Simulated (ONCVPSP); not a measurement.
**Run report: Ni, pseudopotential generation**

Nickel (Ni, Z = 28), core [Ne], reference valence 3s2 3p6 3d8 4s1.5 4p0.5, valence charge 18. Computed at this level: ONCV potential, PBEsol, scalar-relativistic, made with ONCVPSP 4.0.1.

Input file:
```
# ATOM AND REFERENCE CONFIGURATION
# atsym  z   nc   nv     iexc    psfile
  Ni 28.00    3    5  -116133      upf
#
#   n    l    f
    1    0    2.00
    2    0    2.00
    2    1    6.00
    3    0    2.00
    3    1    6.00
    3    2    8.00
    4    0    1.50
    4    1    0.50
#
# PSEUDOPOTENTIAL AND OPTIMIZATION
# lmax
    2
#
#   l,   rc,      ep,       ncon, nbas, qcut
    0    1.30    0.00    4    7   11.40
    1    1.45    0.00    4    7   11.80
    2    1.30    0.00    4    8    9.50
#
# LOCAL POTENTIAL
# lloc, lpopt,  rc(5),   dvloc0
    4    5    0.85    0.00
#
# VANDERBILT-KLEINMAN-BYLANDER PROJECTORs
# l, nproj, debl
    0    2    1.60
    1    3    0.40
    2    1    2.90
#
# MODEL CORE CHARGE
# icmod, fcfact, rcfact
    0    0.00    0.00
#
# LOG DERIVATIVE ANALYSIS
# epsh1, epsh2, depsh
   -6.00    5.00    0.04
#
# OUTPUT GRID
# rlmax, drl
    6.00    0.01
#
# TEST CONFIGURATIONS
# ncnf
    4
# nvcnf
#   n    l    f
    5
    3    0    2.00
    3    1    6.00
    3    2    8.00
    4    0    2.00
    4    1    0.00
#
    5
    3    0    2.00
    3    1    6.00
    3    2    8.00
    4    0    1.00
    4    1    0.00
#
    5
    3    0    2.00
    3    1    6.00
    3    2    8.00
    4    0    0.00
    4    1    0.00
#
    5
    3    0    2.00
    3    1    6.00
    3    2    8.00
    4    0    1.50
    4    1    0.00
#
```

Command:
```bash
oncvpsp.x < Ni.dat > Ni.out
```

Log (extracts):
```
ONCVPSP  (Optimized Norm-Conservinng Vanderbilt PSeudopotential)
scalar-relativistic version 4.0.1

#   n    l    f        energy (Ha)
    1    0    2.00    -3.0154226E+02
    2    0    2.00    -3.6082112E+01
    2    1    6.00    -3.1058905E+01
    3    0    2.00    -4.1091058E+00
    3    1    6.00    -2.6567827E+00
    3    2    8.00    -3.6433245E-01
    4    0    1.50    -2.3241442E-01
    4    1    0.50    -6.2073005E-02

Reference configufation results
  iterations    35
  all-electron total energy (Ha)   -1.51915222D+03

Begin loop to  construct optimized pseudo wave functions
and semi-local pseudopoentials for all angular momenta

Calculating optimized projector #   1

 for l=   0

    Fraction of norm inside rc  0.960231
    Optimizing pswf for qcut=  11.40 a_B^-1,  ecut=  65.03 Ha
    Residual kinetic energy error=  9.34D-08 Ha

    Energy error per electron        Cutoff
         Ha          eV             Ha
         0.01000     0.27211       25.74
         0.00100     0.02721       36.96
         0.00010     0.00272       45.37
         0.00001     0.00027       52.28

Calculating optimized projector #   2

 for l=   0

    Fraction of norm inside rc  0.047607
    Optimizing pswf for qcut=  11.40 a_B^-1,  ecut=  65.03 Ha
    Residual kinetic energy error=  4.31D-08 Ha

    Energy error per electron        Cutoff
         Ha          eV             Ha
         0.01000     0.27211        9.34
         0.00100     0.02721       31.56
         0.00010     0.00272       42.59
         0.00001     0.00027       51.06

   Wellstate for l =  1  n =  5
     eigenvalue =   0.3379
     asymptotic potential =   0.8379
     half-point radius =  7.6466

Calculating optimized projector #   1

 for l=   1

    Fraction of norm inside rc  0.963158
    Optimizing pswf for qcut=  11.80 a_B^-1,  ecut=  69.60 Ha
    Residual kinetic energy error=  1.03D-08 Ha

    Energy error per electron        Cutoff
         Ha          eV             Ha
         0.01000     0.27211       31.39
         0.00100     0.02721       39.74
         0.00010     0.00272       47.01
         0.00001     0.00027       52.90

Calculating optimized projector #   2

 for l=   1

    Fraction of norm inside rc  0.021343
    Optimizing pswf for qcut=  11.80 a_B^-1,  ecut=  69.60 Ha
    Residual kinetic energy error=  1.70D-10 Ha

    Energy error per electron        Cutoff
         Ha          eV             Ha
         0.01000     0.27211       18.11
         0.00100     0.02721       28.39
         0.00010     0.00272       37.55
         0.00001     0.00027       45.83

Calculating optimized projector #   3

 for l=   1

    Fraction of norm inside rc  0.029329
    Optimizing pswf for qcut=  11.80 a_B^-1,  ecut=  69.60 Ha
    Residual kinetic energy error=  3.68D-10 Ha

    Energy error per electron        Cutoff
         Ha          eV             Ha
         0.01000     0.27211       19.63
         0.00100     0.02721       29.80
         0.00010     0.00272       38.90
         0.00001     0.00027       46.99

Calculating optimized projector #   1

 for l=   2

    Fraction of norm inside rc  0.768002
    Optimizing pswf for qcut=   9.51 a_B^-1,  ecut=  45.21 Ha
    Residual kinetic energy error=  1.61D-03 Ha

    Energy error per electron        Cutoff
         Ha          eV             Ha
         0.01000     0.27211       39.17
         0.00100     0.02721       55.53
         0.00010     0.00272      136.05
         0.00001     0.00027      184.14

Construct Vanderbilt / Kleinmman-Bylander projectors

B matrix Hermiticity error, ll=   0
   1   2    4.2377E-04

  Orthonormal projector coefficients  1.5727E+01  2.7088E+00

B matrix Hermiticity error, ll=   1
   1   2    1.5908E-04
   1   3   -2.0764E-04
   2   3    5.1762E-06

  Orthonormal projector coefficients  6.9542E+00  1.4933E+00  5.6489E-01

Pseudoatom total energy -166.009503

Diagnostic tests using Vanderbilt-Kleinman-Bylander pseudopotentials
  1 or more projectors used as specified by nproj input data

   l    rcore       rmatch      e in        delta e   norm test  slope test

   0   1.3038628   1.3434509  -4.1091058   0.0000073   1.0002212   1.0002015
   0   1.3038628   1.3434509  -0.2324144   0.0000053   1.0000411   1.0000321

   1   1.4520967   1.4961855  -2.6567827   0.0001078   1.0001711   1.0001913
   1   1.4520967   1.4961855  -0.0620730   0.0000040   1.0000725   1.0000397
   1   1.4520967   1.4961855   0.3379270   0.0000820   1.0002186   1.0002186

   2   1.3038628   1.3434509  -0.3643324  -0.0000054   0.9999974   1.0000073

 Testing for bound ghosts
   n   l    E NL Schr. Eq   E Basis Diag.   E Cutoff

   1   0       -4.109098       -4.109097    111.96
   2   0       -0.232409       -0.106755    111.96

   2   1       -2.656675       -2.656673    144.45
   3   1       -0.062069        0.108813    144.45

   3   2       -0.364338       -0.360554    151.93

 Testing for highly-localized positive-energy ghosts
       l    <radius>/rc     E Basis Diag.   E Cutoff

Test configuration 0

   n   l     f        eae           eps        diff
   1   0  2.0000 -301.54225728
   2   0  2.0000  -36.08211239
   2   1  6.0000  -31.05890544
   3   0  2.0000   -4.10910577   -4.10909847    7.30D-06
   3   1  6.0000   -2.65678266   -2.65667491    1.08D-04
   3   2  8.0000   -0.36433245   -0.36433788   -5.43D-06
   4   0  1.5000   -0.23241442   -0.23240911    5.31D-06
   4   1  0.5000   -0.06207301   -0.06206902    3.99D-06

    Total energies and differences
      AE_ref= -1.51915222D+03  AE_tst= -1.51915222D+03  dif=  0.00D+00
      PS_ref= -1.66009503D+02  PS_tst= -1.66009503D+02  dif= -1.71D-13
      PSP excitation error=  1.71D-13

Test configuration 1

   n   l     f        eae           eps        diff
   1   0  2.0000 -301.50409289
   2   0  2.0000  -36.04595739
   2   1  6.0000  -31.02262425
   3   0  2.0000   -4.07099776   -4.07094649    5.13D-05
   3   1  6.0000   -2.61856205   -2.61842107    1.41D-04
   3   2  8.0000   -0.32709799   -0.32697112    1.27D-04
   4   0  2.0000   -0.20809704   -0.20811969   -2.26D-05

    Total energies and differences
      AE_ref= -1.51915222D+03  AE_tst= -1.51923584D+03  dif= -8.36D-02
      PS_ref= -1.66009503D+02  PS_tst= -1.66093141D+02  dif= -8.36D-02
      PSP excitation error=  1.38D-05

Test configuration 2

   n   l     f        eae           eps        diff
   1   0  2.0000 -301.84076310
   2   0  2.0000  -36.37529413
   2   1  6.0000  -31.35257772
   3   0  2.0000   -4.40592003   -4.40596998   -5.00D-05
   3   1  6.0000   -2.95400625   -2.95388710    1.19D-04
   3   2  8.0000   -0.65982914   -0.66010169   -2.73D-04
   4   0  1.0000   -0.48425497   -0.48415539    9.96D-05

    Total energies and differences
      AE_ref= -1.51915222D+03  AE_tst= -1.51889271D+03  dif=  2.60D-01
      PS_ref= -1.66009503D+02  PS_tst= -1.65749997D+02  dif=  2.60D-01
      PSP excitation error=  5.41D-06

Test configuration 3

   n   l     f        eae           eps        diff
   1   0  2.0000 -302.23184236
   2   0  2.0000  -36.75496809
   2   1  6.0000  -31.73320281
   3   0  2.0000   -4.79274460   -4.79327776   -5.33D-04
   3   1  6.0000   -3.34120912   -3.34139811   -1.89D-04
   3   2  8.0000   -1.04147512   -1.04248347   -1.01D-03

    Total energies and differences
      AE_ref= -1.51915222D+03  AE_tst= -1.51825836D+03  dif=  8.94D-01
      PS_ref= -1.66009503D+02  PS_tst= -1.65115817D+02  dif=  8.94D-01
      PSP excitation error=  1.68D-04

Test configuration 4

   n   l     f        eae           eps        diff
   1   0  2.0000 -301.66473710
   2   0  2.0000  -36.20344181
   2   1  6.0000  -31.18037461
   3   0  2.0000   -4.23105619   -4.23102041    3.58D-05
   3   1  6.0000   -2.77888132   -2.77872820    1.53D-04
   3   2  8.0000   -0.48636763   -0.48641020   -4.26D-05
   4   0  1.5000   -0.34167408   -0.34165269    2.14D-05

    Total energies and differences
      AE_ref= -1.51915222D+03  AE_tst= -1.51909885D+03  dif=  5.34D-02
      PS_ref= -1.66009503D+02  PS_tst= -1.65956132D+02  dif=  5.34D-02
      PSP excitation error= -2.19D-06
```

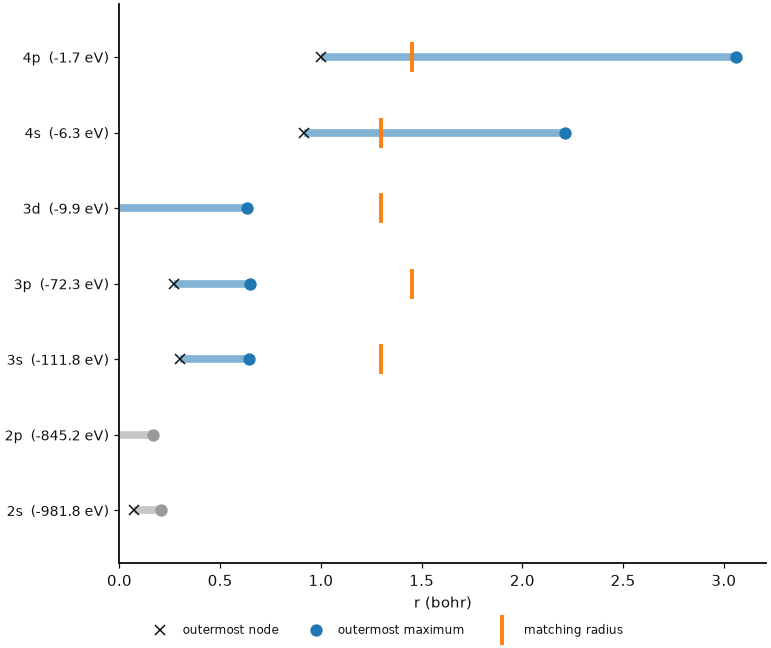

**Figure 1.** Outer shells of the all-electron reference atom: each bar runs from the outermost node (or the nucleus) to the outermost maximum of u(r); the tick is the radius chosen for the pseudo-wave. Shells without a tick have no pseudo-wave of their own. Levels, nodes and maxima are from ld1.x, scalar-relativistic.

- Radii against the shells: 3s: 1.30 bohr, outside the maximum; 3p: 1.45 bohr, outside the maximum; 3d: 1.30 bohr, outside the maximum; 4s: 1.30 bohr, between node and maximum; 4p: 1.45 bohr, between node and maximum.

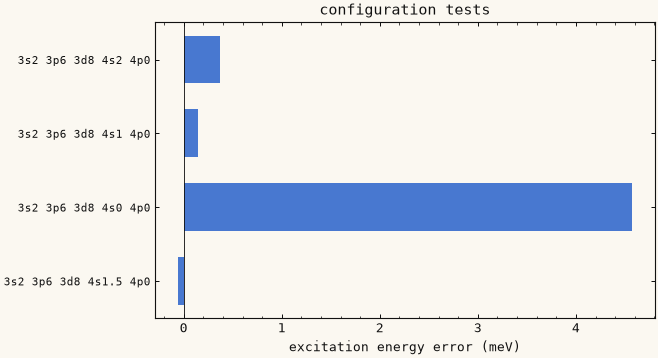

**Figure 2.** Errors, all-electron minus pseudo, of the energies of valence configurations relative to the unpolarised reference 3s2 3p6 3d8 4s1.5 4p0.5.

- Worst configuration: 3s2 3p6 3d8 4s0 4p0 (charge +2): the error is +4.6 meV on an all-electron energy of +24.32 eV relative to the reference, or 0.019 %.
- Configurations within 10 meV and within 50 meV: 4 and 4 of 4.
- Errors in meV: 3s2 3p6 3d8 4s2 4p0: +0.4; 3s2 3p6 3d8 4s1 4p0: +0.1; 3s2 3p6 3d8 4s0 4p0: +4.6; 3s2 3p6 3d8 4s1.5 4p0: -0.1.

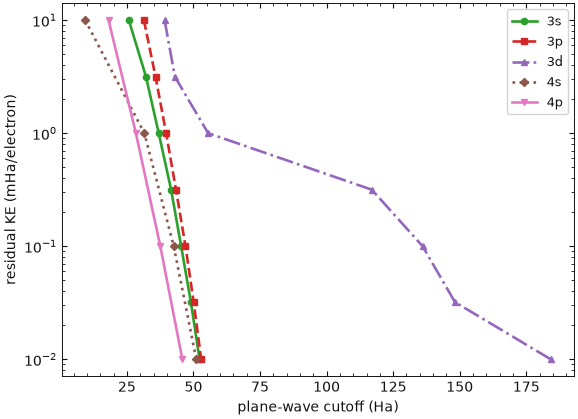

**Figure 3.** Residual kinetic energy of the pseudo-waves (the first of each channel, and further valence shells) beyond the plane-wave cutoff, as the generator prints it.

- Cutoffs for 1 mHa per electron: 3d: 56 Ha; 3p: 40 Ha; 3s: 37 Ha; 4s: 32 Ha; 4p: 28 Ha.
- Cutoffs for the occupied states: 56 Ha for 1 mHa and 136 Ha for 0.1 mHa per electron. The first is set by 3d.
- Hardest wave at 1 mHa per electron: 3d, with rc = 1.30 bohr and qcut = 9.5 1/bohr. The optimisation minimises, but can't always remove, the kinetic energy above qcut²/2 = 45.1 Ha, and a larger rc would as a rule soften the wave at some cost in transferability.

Summary:

- outcome: generated
- cutoffs needed: 56 Ha and 136 Ha (the cutoffs at which the residual kinetic energy of the hardest occupied pseudo-wave falls to 1 and 0.1 mHa per electron)
- ghost test: no bound ghost flagged; no localised positive-energy state flagged
- largest excitation error: +4.6 meV (all-electron minus pseudo) for 3s2 3p6 3d8 4s0 4p0, out of 4 test configurations
- range over which the phases arctan(r R′/R) at the test radius agree within 0.05 rad (a looser test near the poles than one of phase shifts): s: over the whole range computed; p: over the whole range computed; d: up to about 1.6 Ha; f: not judged, local potential alone
- hardware: 1 CPU thread, shared host
- wall time: 5.3 s
